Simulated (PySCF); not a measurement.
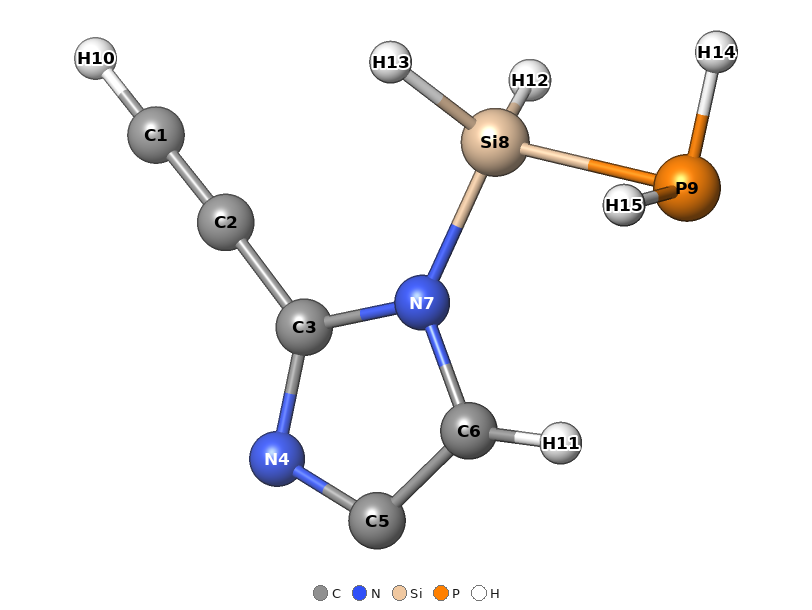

The species is neutral and a spin doublet. Computed geometry: GFN2-xTB optimisation. No frequency run is at hand to confirm it as a minimum. Method: UKS B3LYP, pcH-1 on C H N P Si, non-relativistic (PySCF 2.14.0). Fermi-contact and spin-dipolar terms alone, no spin-orbit part.

Which nucleus has the largest dipolar (anisotropic) hyperfine coupling?

13C at C5: principal values −69.0, −53.6, 122.6 MHz.

List the isotropic and dipolar parts for the most strongly coupled nuclei, one of each equivalent set.

```
atom  isotope  a_iso (MHz)   dipolar part (MHz)
  C5      13C        641.0  −69.0, −53.6, 122.6
  C6      13C        139.4    −17.0, −4.5, 21.5
 H11       1H          1.6     −6.5, −4.5, 11.0
  C3      13C        112.4      −5.1, −4.8, 9.8
  N4      14N         87.3      −5.1, −2.2, 7.3
  N7      14N          4.8      −2.5, −0.9, 3.4
  C2      13C         −1.3      −1.1, −0.6, 1.7
  C1      13C          1.2      −1.0, −0.5, 1.4
```

The geometry is semi-empirical. Around P, Si such bond lengths and angles can be off by a tenth of an ångström or more and by several degrees, and values that hang on the shape move with them.
